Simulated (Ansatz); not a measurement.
**What InB2 (built on the sites of a database entry of YAl2) distorts into**

Which phase does InB2 (built on the sites of a database entry of YAl2) fall into along its unstable mode, and how much energy does it gain?

Main program and level: Ansatz 0.2.0; DFT PBEsol, scalar-relativistic, plane waves, norm-conserving pseudopotentials.

The structure was built from a prototype and need not be the compound's stable phase.

### 1. The starting structure

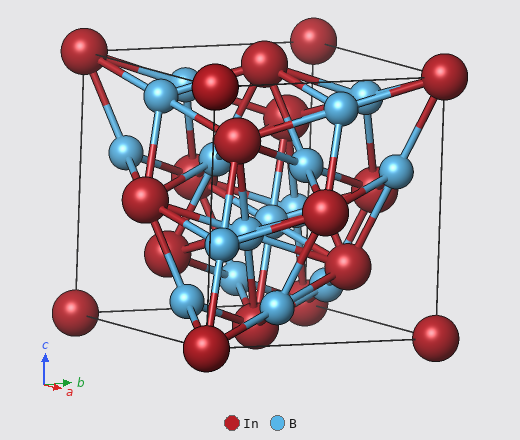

The starting structure, seen slightly off an axis (indium red, boron blue). This picture shows the conventional cell, with its axes. Bonds to atoms that aren't drawn are left out. Some periodic images of atoms are drawn too.

As a file:

```cif
data_structure
_symmetry_space_group_name_H-M 'P 1'
_symmetry_Int_Tables_number 1
_cell_length_a 4.6616
_cell_length_b 4.6616
_cell_length_c 4.6616
_cell_angle_alpha 60.000
_cell_angle_beta 60.000
_cell_angle_gamma 60.000
_cell_volume 71.63
loop_
_atom_site_label
_atom_site_type_symbol
_atom_site_fract_x
_atom_site_fract_y
_atom_site_fract_z
_atom_site_occupancy
In1 In 0.75000 0.75000 0.75000 1
In2 In 0.50000 0.50000 0.50000 1
B3 B 0.12500 0.62500 0.12500 1
B4 B 0.12500 0.12500 0.62500 1
B5 B 0.62500 0.12500 0.12500 1
B6 B 0.12500 0.12500 0.12500 1
```

### 2. Zone-centre response

The cell comes from relaxations at this level that are not shown. The zone centre is the only wavevector solved here; it holds the modes that light can see, as far as symmetry allows. No field response is asked, since the mesh shows no gap.

The input, input.yaml:

```yaml
crystal:
  lattice:
    - [0.0, 3.296251107, 3.296251107]
    - [3.296251107, 0.0, 3.296251107]
    - [3.296251107, 3.296251107, 0.0]
  atoms:
    - { symbol: In, position: [0.75, 0.75, 0.75] }
    - { symbol: In, position: [0.5, 0.5, 0.5] }
    - { symbol: B, position: [0.125, 0.625, 0.125] }
    - { symbol: B, position: [0.125, 0.125, 0.625] }
    - { symbol: B, position: [0.625, 0.125, 0.125] }
    - { symbol: B, position: [0.125, 0.125, 0.125] }
kpoints:
  mp_grid: { grid: [12, 12, 12] }
hamiltonian:
  xc: pbesol
  pseudopotentials: { kind: nc }
scf:
  occupations: { method: methfessel_paxton, width: 0.2 }
output:
  eigenvalues: true
phonons:
  method: dfpt
```

On the command line:

```
> ansatz run input.yaml --threads 8 --pin off --max-ram 14336MiB --backend cpu --events-out ev --progress --plain --runs-dir out
```

Numbers of over 12 decimals in the logs are rounded to 6 here.

Log:

```text
Engine: ansatz 0.2.0, x86_64-unknown-linux-gnu
Pseudopotentials: kind: nc
Pseudopotential: In, nc, valence charge 13, recommended cutoff 952.398519 eV (normal), In.nc.azcp (PseudoDojo's, or run here from an input of PseudoDojo's: the run reads no file of this project's for it)
Pseudopotential: B, nc, valence charge 3, recommended cutoff 1034.032677 eV (normal), B.nc.azcp (PseudoDojo's, or run here from an input of PseudoDojo's: the run reads no file of this project's for it)
Functional definition: PBEsol
  exchange = pbesol_x
  correlation = pbesol_c
Crystal: 6 atoms, lattice volume = 71.629 Å³
Basis set: ecut = 1034.032677 eV, 5329 PW (Γ), exchange–correlation on 120×120×120 points (8 copies of the dense FFT grid, shifted against one another)
Bands: 25, of which v1, the nominal top of the filled ones, is band 19 counted from 1 (18 counted from 0)
Symmetry: 48 space group operations
k-points: 476 of 1728 (irreducible under 2 space group operations, time reversal used)
Non-local potential: In, projectors of the file, l = 0: 2, l = 1: 2, l = 2: 2
Non-local potential: B, projectors of the file, l = 0: 2, l = 1: 2
Initial density: superposition of atomic densities (chi_scale 0.1, normalization cell, long waves kept (reshape's long-wave potential 0.00 eV rms))
Initial wavefunctions: pseudopotential atomic-orbital guess
Functional: x = pbesol(κ = 0.804, μ = 0.123457), c = pbesol(β = 0.046)
SCF iter   1: F=—  HF=-3918.016036 eV  |F-HF|=—  |Δ(HF+E_count)|=         —  Δρ=2.88e-2  dr2=1.57e0  ethr=3.10e-3  ⟨swp⟩=5.8  Hψ=48961  notcnv=0
preconditioner: auto → Kerker (q_TF=auto, 2.455 Å⁻¹)  [metal: Δε(μ)=0.037 eV  Ē_g=12.240 eV  σ=0.200 eV  W_gap=0.16  n_scr=14 (ndim 8)  ℏωp=27.0 eV  f_vac=0.000  D(μ)=2.15/eV (n_scr^D=14)]
SCF iter   2: F=—  HF=-3917.682546 eV  |F-HF|=—  |Δ(HF+E_count)|=   3.33e-1  S|Δr|=    0.00e0  Δρ=1.77e-2  dr2=5.43e-1  ethr=3.10e-3  ⟨swp⟩=1.4  Hψ=16064  notcnv=0  defer=2
SCF iter   3: F=—  HF=-3917.511547 eV  |F-HF|=—  |Δ(HF+E_count)|=   1.71e-1  S|Δr|=    0.00e0  Δρ=3.00e-3  dr2=3.90e-3  ethr=1.43e-3  ⟨swp⟩=2.3  Hψ=19210  notcnv=0  defer=2
SCF iter   4: F=—  HF=-3917.511506 eV  |F-HF|=—  |Δ(HF+E_count)|=   4.10e-5  S|Δr|=    0.00e0  Δρ=2.91e-4  dr2=5.47e-5  ethr=1.03e-5  ⟨swp⟩=2.7  Hψ=22234  notcnv=0  defer=45
SCF iter   5: F=—  HF=-3917.511516 eV  |F-HF|=—  |Δ(HF+E_count)|=   1.06e-5  S|Δr|=    0.00e0  Δρ=8.92e-5  dr2=2.32e-6  ethr=1.44e-7  ⟨swp⟩=3.9  Hψ=30863  notcnv=0  defer=45
SCF iter   6: F=—  HF=-3917.511402 eV  |F-HF|=—  |Δ(HF+E_count)|=   1.14e-4  S|Δr|=    0.00e0  Δρ=1.23e-5  dr2=7.80e-8  ethr=6.11e-9  ⟨swp⟩=2.6  Hψ=22824  notcnv=0  defer=381
SCF iter   7: F=—  HF=-3917.511402 eV  |F-HF|=—  |Δ(HF+E_count)|=   1.66e-8  S|Δr|=    0.00e0  Δρ=3.38e-6  dr2=5.32e-9  ethr=2.05e-10  ⟨swp⟩=3.6  Hψ=25171  notcnv=0  defer=381
SCF iter   8: F=—  HF=-3917.511402 eV  |F-HF|=—  |Δ(HF+E_count)|=   1.66e-9  S|Δr|=    0.00e0  Δρ=3.74e-7  dr2=9.68e-11  ethr=1.40e-11  ⟨swp⟩=2.2  Hψ=19659  notcnv=0  defer=381
SCF iter   9: F=-3917.511402 eV  HF=-3917.511402 eV  |F-HF|=1.36e-12  |Δ(HF+E_count)|=  2.73e-11  S|Δr|=    0.00e0  Δρ=5.78e-8  dr2=1.84e-12  ethr=1.00e-12  ⟨swp⟩=16.1  Hψ=92664  notcnv=0
SCF 1 converged in 9 iterations: F = -3917.511402 eV  dr2 = 1.84e-12
DFPT response loops at Γ: preconditioner auto → Kerker (q_TF=auto, 2.455 Å⁻¹) (partly filled bands, converged f_vac=0.000); β = 1.00, the filter's whole step (`scf.mixing.beta` (0.50) is not read by the response loops under this deck's `scf.mixing.preconditioner`; to damp them name `kerker` or `kerker_dos`, under which they read `scf.mixing.beta`, and type it under 1.00, their step now; both keys bind the ground state too); Broyden in place of MSR1
SCF converged after 9 iterations
Stability not checked: this state was not tested for a lower state beside it, because cold or Methfessel-Paxton smearing, or corrected tetrahedra, fill the levels in a way that the test cannot read (fill_not_monotonic; see scf.lower_state_search)
Free energy (F): -3917.511402 eV
Harris-Foulkes:  -3917.511402 eV  (|F-HF|=1.36e-12)
Internal energy: -3917.512925 eV  (E = F + TS)
E sigma→0 (E₀):  -3917.511783 eV
Entropy (-TS):   0.001523 eV (0.254 meV/atom)
Fermi energy:    12.565311 eV
--- Per-component energies (eV) ---
  E_band       = 81.405761
  E_kinetic    = 2465.253368
  E_local      = -2350.395023  (includes V_loc(G=0)·N_el)
  E_nonlocal   = -785.871153
  E_hartree    = 764.818915
  E_xc         = -1205.609321
  E_vxc        = -777.219324  (∫ρ·V_xc dr)
  E_ewald      = -2805.709711
  E_smearing   = 0.001523  (= −TS)
  E_closure    = 0.000000  (closes the sum)
  Σ components = -3917.511402   (vs F -3917.511402, Δ=0.00e0)
--- Band table (eV; the first three rows and the last of 476) ---
  k-point 0: bands = [... 15 lower, 9.2546, 9.2546, 9.2546, 9.5090, 11.5714, 11.5714, 13.4693, 13.4693, ... 2 higher]
  k-point 1: bands = [... 15 lower, 9.4957, 9.4957, 9.5497, 10.3582, 11.2140, 11.2140, 12.8645, 13.9658, ... 2 higher]
  k-point 2: bands = [... 15 lower, 9.7901, 9.7901, 9.9520, 10.7998, 10.7998, 11.6136, 12.3341, 14.9642, ... 2 higher]
  k-point 475: bands = [... 15 lower, 9.0528, 10.2536, 10.2536, 14.2939, 14.2939, 14.3657, 14.3657, 16.5689, ... 2 higher]
--- Phonons (Γ-DFPT): 2 representative perturbations + reference, on 476 of 1728 k-points (Σ response iterations 6) ---
  k mesh reduced under 2 symmetry operations, with k and −k counted as one. Each operation leaves every solved perturbation unchanged. A smaller set is not used because it would not reduce the number of displacements times k-points to solve
  ASR residual: 8.240e-5 → 0.000e0 eV/Å²; symmetrization residual: 1.827e-6 eV/Å²
  ASR residual per site (eV/Å²): 8.24e-5 8.24e-5 1.10e-5 1.10e-5 1.10e-5 1.10e-5
  Γ frequencies (cm⁻¹): -512.39 -512.39 -512.39 -503.10 -271.70 -271.70 0.00 0.00 0.00 157.62 157.62 157.62 208.68 208.68 208.68 230.20 230.20 230.20
  non-analytic LO–TO correction: not included (Born effective charges unavailable; polar crystals: no LO–TO splitting at Γ)
```

The job ended after 65 s (8 threads of Intel Xeon Platinum 8488C (Sapphire Rapids), shared host; peak memory 7.8 GiB).

This step gave:

```
volume per atom                                         : 11.94 Å³
gap on the k-mesh                                       : 0 eV
sum-rule residual before enforcement                    : 8.24e-5 eV/Å²
point group                                             : m-3m
highest optical mode at the zone centre (no LO-TO term) : 230.2 cm⁻¹
lowest optical zone-centre mode                         : -512.4 cm⁻¹
```

Patterns of degenerate modes are one choice out of their space. Modes at Γ, with each element's share of the kinetic energy (negative means imaginary):

```csv
mode,frequency (cm⁻¹),symmetry,In %,B %
1,-512.4,T1u,1,99
2,-512.4,T1u,1,99
3,-512.4,T1u,1,99
4,-503.1,A2u,0,100
5,-271.7,Eu,0,100
6,-271.7,Eu,0,100
7,0.0,acoustic,84,16
8,0.0,acoustic,84,16
9,0.0,acoustic,84,16
10,157.6,T2g,100,0
11,157.6,T2g,100,0
12,157.6,T2g,100,0
13,208.7,T1u,15,85
14,208.7,T1u,15,85
15,208.7,T1u,15,85
16,230.2,T2u,0,100
17,230.2,T2u,0,100
18,230.2,T2u,0,100
```

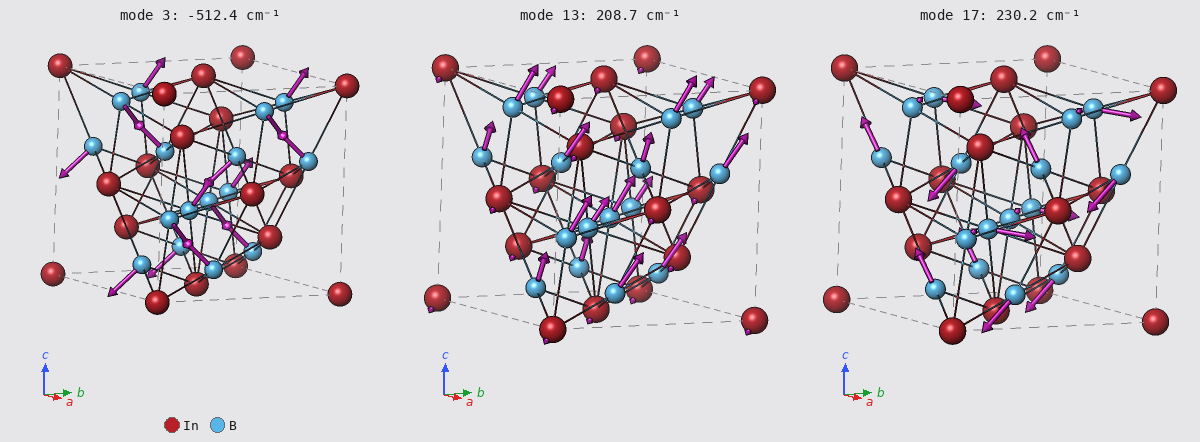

Displacement patterns of modes 3, 13 and 17 at Γ; arrows are exaggerated. Bonds to atoms that aren't drawn are left out. Some periodic images of atoms are drawn too.

Before it was imposed, the acoustic sum rule was missed by 8.2e-5 eV/Å². Small misses are needed for a sound result but don't prove that mesh and cutoff are converged. The lowest optical mode is imaginary, 512.4i cm⁻¹, so the energy falls along it.

### 3. The mode frozen in, largest atomic shift 0 Å

The mode followed lies at Γ with frequency 512.4i cm⁻¹ and is 3-fold degenerate, the softest among the wavevectors solved. At small amplitude the distorted cell has space group no. 109 by a symmetry search on the positions. The undistorted cell that holds it gives the zero of energy on the same k mesh.

Edit input.yaml of step 2 so:

```diff
@@ -20,4 +20,4 @@
 output:
+  forces: true
+  stress: true
   eigenvalues: true
-phonons:
-  method: dfpt
```

Log:

```text
[...]
Crystal: 6 atoms, lattice volume = 71.629 Å³
Basis set: ecut = 1034.032677 eV, 5329 PW (Γ), exchange–correlation on 100×100×100 points (8 copies of the dense FFT grid, shifted against one another)
Bands: 25, of which v1, the nominal top of the filled ones, is band 19 counted from 1 (18 counted from 0)
Symmetry: 48 space group operations
[...]
k-points: 72 of 1728
[...]
k-point 0: bands = [... 15 lower, 9.2546, 9.2546, 9.2546, 9.5090, 11.5714, 11.5714, 13.4694, 13.4694, ... 2 higher]
  k-point 1: bands = [... 15 lower, 9.4957, 9.4957, 9.5497, 10.3582, 11.2140, 11.2140, 12.8645, 13.9658, ... 2 higher]
  k-point 2: bands = [... 15 lower, 9.7901, 9.7901, 9.9519, 10.7998, 10.7998, 11.6136, 12.3341, 14.9642, ... 2 higher]
  k-point 71: bands = [... 15 lower, 9.0527, 10.2536, 10.2536, 14.2938, 14.2938, 14.3657, 14.3657, 16.5689, ... 2 higher]
[key lines of the parts left out:]
SCF converged after 6 iterations
Free energy (F): -3917.511402 eV
Fermi energy:    12.565290 eV
P = ⅓ Tr σ = -0.0002 GPa (-0.002 kbar)
```

Elapsed: 1.7 s, on 8 threads; peak memory 0.87 GiB; 13 s of CPU time.

This step gave:

| Item | Value |
| --- | --- |
| pressure | -2.16e-4 GPa |
| energy from the undistorted cell | 0 meV/atom |

The run ends at a pressure of 0.00 GPa.

### 4. The mode frozen in, largest atomic shift 0.32 Å

The atoms are moved along the unstable eigenvector, the largest shift by 0.32 Å, with the cell fixed.

input.yaml, the sections that differ from step 3:

```yaml
crystal:
  lattice:
    - [0.0, 3.296251107, 3.296251107]
    - [3.296251107, 0.0, 3.296251107]
    - [3.296251107, 3.296251107, 0.0]
  atoms:
    - { symbol: In, position: [0.7519538408, 0.7480461592, 0.7480461592] }
    - { symbol: In, position: [0.5019538408, 0.4980461592, 0.4980461592] }
    - { symbol: B, position: [0.1146236774, 0.7024354411, 0.0683172042] }
    - { symbol: B, position: [0.1146236774, 0.0683172042, 0.7024354411] }
    - { symbol: B, position: [0.5475645589, 0.1353763226, 0.1353763226] }
    - { symbol: B, position: [0.1816827958, 0.1353763226, 0.1353763226] }
# kpoints, hamiltonian, scf, output: as in step 3
```

Log:

```text
[...]
Crystal: 6 atoms, lattice volume = 71.629 Å³
Basis set: ecut = 1034.032677 eV, 5329 PW (Γ), exchange–correlation on 100×100×100 points (8 copies of the dense FFT grid, shifted against one another)
Bands: 25, of which v1, the nominal top of the filled ones, is band 19 counted from 1 (18 counted from 0)
Symmetry: 8 space group operations
[...]
k-point 0: bands = [... 15 lower, 8.5595, 9.3629, 9.3880, 9.3880, 12.2829, 12.4956, 13.3103, 13.3103, ... 2 higher]
  k-point 1: bands = [... 15 lower, 8.6724, 9.5445, 9.5781, 10.1028, 11.7859, 12.0508, 12.7998, 13.9637, ... 2 higher]
  k-point 2: bands = [... 15 lower, 8.8718, 9.8429, 9.8544, 11.0241, 11.3005, 11.7060, 12.3701, 15.0420, ... 2 higher]
  k-point 162: bands = [... 15 lower, 8.9535, 9.7986, 9.7986, 12.7481, 12.7481, 15.8800, 15.8800, 17.0199, ... 2 higher]
[key lines of the parts left out:]
SCF converged after 7 iterations
Free energy (F): -3918.852238 eV
Fermi energy:    12.276589 eV
P = ⅓ Tr σ = 2.9431 GPa (29.431 kbar)
```

The job ended after 6.1 s (8 threads; peak memory 1.1 GiB; 47 s of CPU time).

This step gave:

```
pressure                         : 2.943 GPa
energy from the undistorted cell : -223.3 meV/atom
```

The energy, extrapolated to zero smearing, is -223.34 meV/atom against the undistorted cell.

The run ends at a pressure of 2.94 GPa, with forces up to 1.2 eV/Å.

### 5. Energy along the mode, all amplitudes (two of the runs are shown above)

An imaginary frequency means negative curvature, so the energy should fall and then rise again as anharmonic terms take over.

This step gave:

- depth at the lowest point sampled: 223.3 meV/atom
- largest atomic shift at that point: 0.32 Å

The energy from the parent by largest atomic shift:

```csv
largest atomic shift (Å),energy from the parent (meV/atom)
0.000,0
0.040,-5.58
0.080,-21.8
0.140,-64.0
0.220,-142
0.320,-223
0.450,-72.0
0.600,1393
```

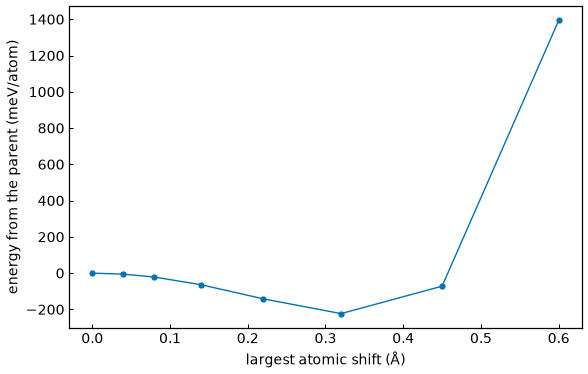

Energy from the parent against largest atomic shift.

Displacement at unit largest shift by atom:

```csv
atom,x (Å),y (Å),z (Å),size
In1,-0.04,0.00,0.00,0.04
In2,-0.04,0.00,0.00,0.04
B3,0.21,-0.69,0.69,1.00
B4,0.21,0.69,-0.69,1.00
B5,0.21,-0.69,-0.69,1.00
B6,0.21,0.69,0.69,1.00
```

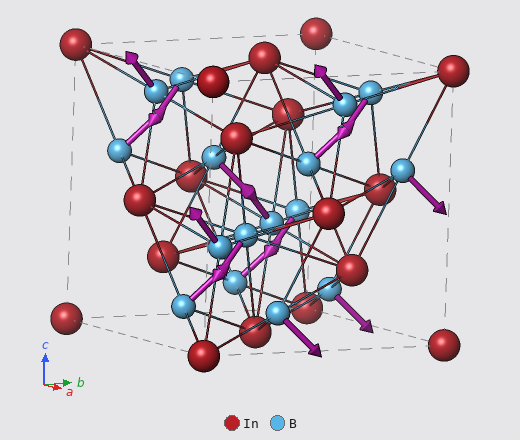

Displacement at unit largest shift as arrows, the longest 1.00 Å. Bonds to atoms that aren't drawn are left out. Some periodic images of atoms are drawn too.

The lowest of the steps tried is at 0.32 Å, 223 meV/atom below the parent; the bottom of the well need not coincide with a step.

(Part 1 of 2 ends here.)

[Logs are printed without paths, hosts, clocks, repeated set-up lines and the standing remarks that a program may print on its own settings, such as how far it seeks lower states.]

[Hosts, paths, dates, database ids (printed as entryN), source tags and the programs' standing remarks are cut or masked in the printed files.]
